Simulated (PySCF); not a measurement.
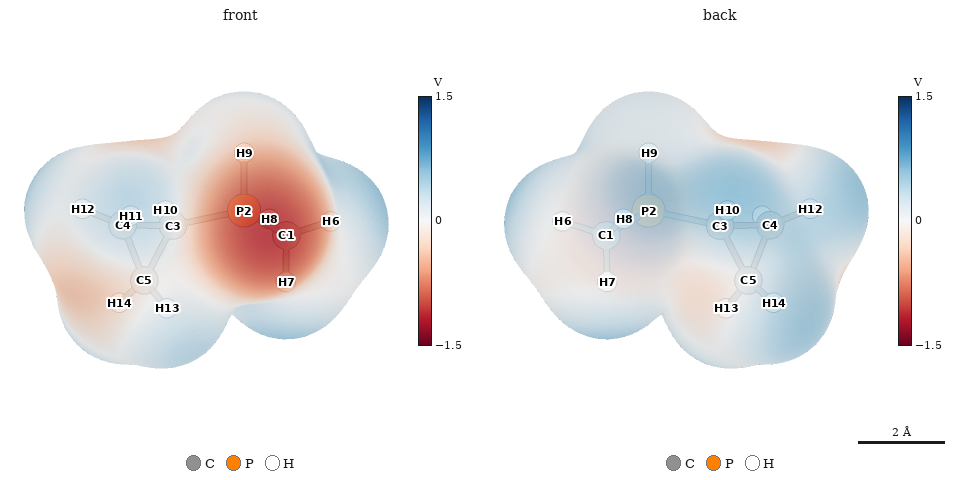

The picture shows: C4H9P (SMILES CPC1CC1). The molecular electrostatic potential painted on the density surface at 0.001 e/bohr³, seen from the front and from behind; the colour scale runs from red (negative) to blue (positive).

Geometry: GFN2-xTB.

Method: PySCF, PBE0/pcSseg-1, SCF density, gas phase, non-relativistic.

```xyz
14

C     2.1944   -0.2303    0.3910
P     0.8780    1.0599    0.2067
C    -0.4597   -0.0297   -0.4271
C    -1.8678    0.4914   -0.4422
C    -1.4736   -0.5463    0.5548
H     3.1521    0.2593    0.5562
H     1.9647   -0.8450    1.2607
H     2.2544   -0.8627   -0.4934
H     1.2935    1.4914   -1.0629
H    -0.1683   -0.6958   -1.2341
H    -2.0404    1.4953   -0.0838
H    -2.5073    0.2073   -1.2648
H    -1.3803   -0.2411    1.5873
H    -1.8405   -1.5542    0.4294
```

Question: Where is the surface potential most negative and most positive?

Answer: The most negative region (about −1.1 V, or −25 kcal/mol for a unit charge) lies over P2, the most positive (about +0.6 V, or +14 kcal/mol for a unit charge) over H8, H10, H12 and H14.
